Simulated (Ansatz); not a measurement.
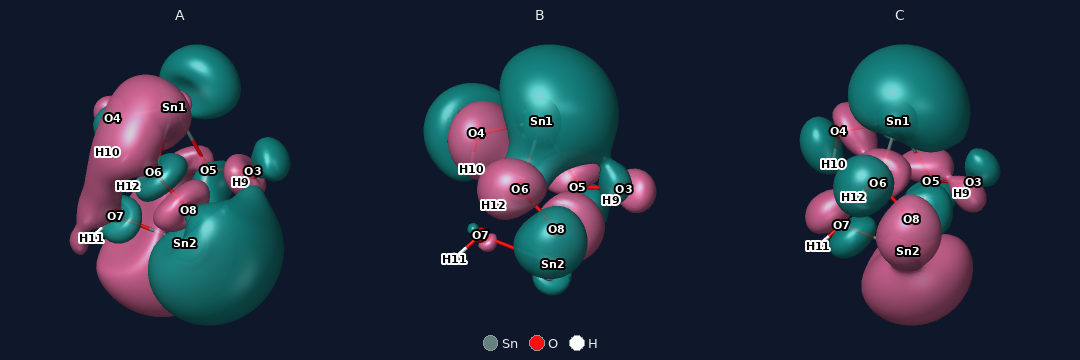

H$_{4}$O$_{6}$Sn$_{2}$. Three frontier orbitals at ±0.05 Å⁻³ᐟ² (teal and pink are the two phases), in no order.

Geometry: r2SCAN-D4/def2-SVP; core potentials replace the inner electrons of Sn.

Computed with Ansatz, RKS PBE0-D4/def2-TZVP.

```xyz
12

Sn   -0.7319    1.9574   -0.0017
Sn    0.5011   -1.5729   -1.0001
O     0.6099    0.8986   -2.3088
O    -1.9549    0.8800    1.1407
O    -0.4873    0.3361   -1.5010
O     1.0578    0.6308    0.8679
O    -0.4329   -1.4237    0.8682
O     1.8150   -0.0711   -0.1658
H     1.3550    0.8106   -1.6492
H    -1.7193   -0.0689    1.1207
H    -0.5313   -2.2440    1.3714
H     0.5189   -0.1330    1.2577
```

> Order the three orbitals by energy and name them.

B is the HOMO−1 (−7.88 eV). Its weight (Hirshfeld) is mainly on O4 (about 30 %), Sn1 (about 25 %), O8 (about 20 %) and O6 (about 10 %). C is the HOMO (−7.47 eV). By Hirshfeld shares it lies mainly on Sn1 (about 30 %), Sn2 (about 20 %), O8 (about 20 %) and O6 (about 15 %). A is the LUMO (−1.65 eV). Its weight (Hirshfeld) is mainly on Sn2 (about 55 %), O8 (about 10 %), Sn1 (about 10 %) and O6 (about 10 %).

> What is the HOMO–LUMO gap?

5.82 eV between the orbital energies.
